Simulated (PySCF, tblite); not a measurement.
# C4F3NO: geometry, infrared bands and NMR shifts

Wanted: the infrared bands and NMR shifts of C4F3NO (`N#C[C@@]1(F)OC(F)=C1F`), by calculation.

The runs use tblite 0.8.0 and PySCF 2.14.0, with density-fitted response routines of our own; the level of theory stands in each step. All values are computed, except where a source is named. Atoms count from 0, in the outputs and in this text.

## Step 1: The starting structure

9 atoms, charge 0, multiplicity 1; geometry from: force field or distance geometry start.

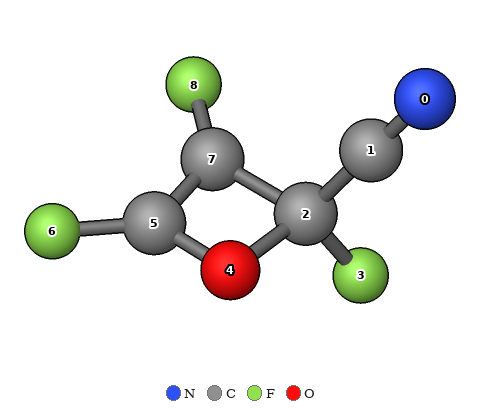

The starting geometry (nitrogen blue, carbon grey, fluorine green, oxygen red), atoms numbered; sticks join atoms by distance.

## Step 2: Geometry optimisation with GFN2-xTB

Job settings and geometry (Å):

```
{"job": {"kind": "relax", "xc": "GFN2-xTB", "basis": "xTB"}, "charge": 0, "multiplicity": 1}
N      2.692100    -0.040700     0.927400
C      1.679000    -0.229000     0.356900
C      0.443200    -0.472700    -0.329800
F      0.627500    -1.218400    -1.446100
O     -0.586700    -1.016100     0.551100
C     -1.343900     0.019700     0.392000
F     -2.553800     0.330100     0.877500
C     -0.470800     0.718400    -0.378700
F     -0.472900     1.914800    -0.975400
```

Started as:

```bash
$ OMP_NUM_THREADS=1 python probes_run.py task.json out
```

This one command runs all jobs of the session in turn.

**Question.** This job is followed by: GFN2-xTB harmonic vibrations, gas phase; GIAO PBE0/pcSseg-1 NMR shielding, non-relativistic, gas phase. Predict these results of the whole session: strongest single infrared mode (GFN2-xTB); zero-point energy (GFN2-xTB); ¹³C shifts against TMS (PBE0/pcSseg-1); ¹⁵N shifts against NH3 (PBE0/pcSseg-1); ¹⁹F shifts against CFCl3 (PBE0/pcSseg-1); ¹⁷O shifts against H2O (PBE0/pcSseg-1); surface potential, least and greatest.

**Answer**, as computed:

| quantity | value |
| --- | --- |
| strongest single infrared mode (GFN2-xTB) | 1238 cm⁻¹, 268 km/mol |
| zero-point energy (GFN2-xTB) | 22.9 kcal/mol |
| ¹³C shifts against TMS (PBE0/pcSseg-1) | 155.9, 125.7, 115.5, 100.4 ppm |
| ¹⁵N shifts against NH3 (PBE0/pcSseg-1) | 319.5 ppm |
| ¹⁹F shifts against CFCl3 (PBE0/pcSseg-1) | -86.3, -143.9, -167.6 ppm |
| ¹⁷O shifts against H2O (PBE0/pcSseg-1) | 170.0 ppm |
| surface potential, least and greatest | -1.23 V and 1.75 V |

The optimisation took 32 steps and gained 0.474 eV; among the close pairs (by a distance rule), O4–C5 changed most, from 1.293 to 1.381 Å. All 21 modes are real, so the xTB geometry is a minimum. The strongest single mode, at 1238 cm⁻¹, has its largest shares on C5, C7, C2 and O4 (the list is cut at 4 atoms). Unscaled tight-binding wavenumbers are off by several per cent, some by more. Its intensities can rank the bands wrongly. The most deshielded carbon is C5 (alkene carbon bearing oxygen), at 155.9 ppm: an sp2 carbon further deshielded by the attached heteroatom. At PBE0/pcSseg-1: Shielding is most anisotropic at N0 (span 505 ppm, paramagnetic term -389 ppm). By nearest atom (PBE0/pcSseg-1), the HOMO sits on C7 36 %; O4 23 % and the LUMO on C5 22 %; N0 20 %.
